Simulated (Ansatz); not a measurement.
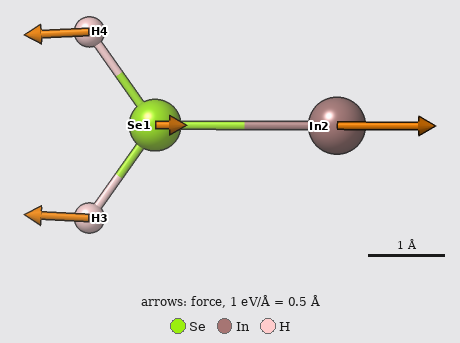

Starting geometry of InH₂Se (charge −1) with the computed forces as orange arrows. A ball-and-stick model, seen face on.

It is one of the separated reactants of a reaction.

Computed with RKS PBE-D4/def2-SVPD in Ansatz 0.2.0.

The input:
```yaml
crystal:
  periodic: [false, false, false]
  atoms:
    - {symbol: Se, position_ang: [0.074428, -0.027123, 0.046313]}
    - {symbol: In, position_ang: [-1.881901, 0.685632, -1.170659]}
    - {symbol: H, position_ang: [0.621667, -1.434285, 0.069222]}
    - {symbol: H, position_ang: [0.940855, 0.865008, 0.902764]}
basis:
  gaussian: {orbitals: def2-SVPD}
total_charge: -1
hamiltonian: {xc: pbe, dispersion: d4}
relax: {f_tol: 0.03, max_steps: 250}
```

Run as
```bash
ansatz run in.yaml --threads 2 --pin off --events-out ev --progress --plain --max-ram 4352MiB
```

Question: Is this structure relaxed? If not, where do the atoms go?

Answer: It isn't relaxed: the largest force vector, on In2, is 2.65 eV/Å. The atoms end up moving mostly along the starting forces (cosine between the two patterns 0.90). After 6 geometry steps the energy has fallen by 21.3 kcal/mol. Largest force component: 2.2 eV/Å at the start, 0.00062 eV/Å at the end. The atom that moves furthest after the best rigid fit is In2 (0.40 Å). By element the largest moves are In 0.40 Å, H 0.30 Å, Se 0.06 Å. Some distances before and after: Se1–In2 2.412 → 2.748 Å, Se1–H3 1.510 → 1.569 Å. Bond angles that change, for instance: H3–Se1–H4 109.5° → 83.9°, In2–Se1–H3 125.2° → 138.1°. The run took 17 s on 2 threads of Arm Neoverse V2 (shared host).
